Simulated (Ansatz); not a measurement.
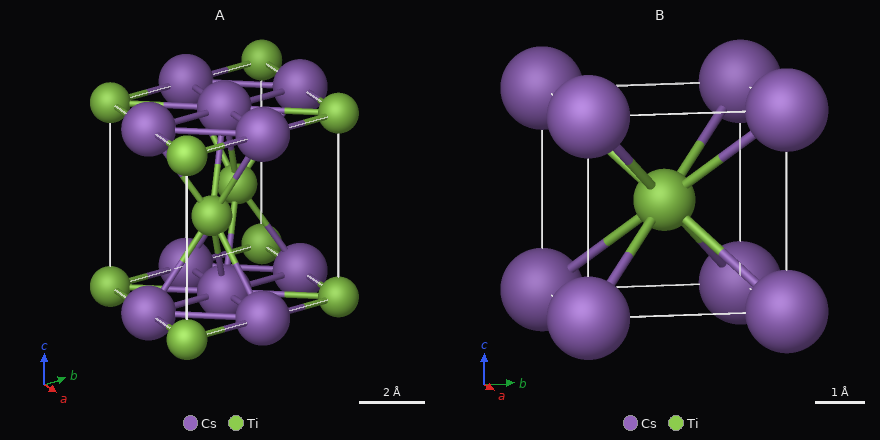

Two structures of CsTi, each relaxed to rest (conventional cells in solid outline, small ones repeated, not to one scale). Method: DFT PBE, scalar-relativistic, plane waves, PAW (Ansatz), without spin polarisation.

What are the two structures?

A: 6 atoms a cell on a primitive hexagonal lattice, P6/mmm. B: caesium chloride (CsCl, B2) type, Pm-3m.

Which structure is more stable?

B is lower, by 456 meV/atom at this level of theory (energies at zero smearing). Volumes: A 44.5, B 36.2 Å³/atom.

One or both may be structure types tried for this composition rather than known phases.
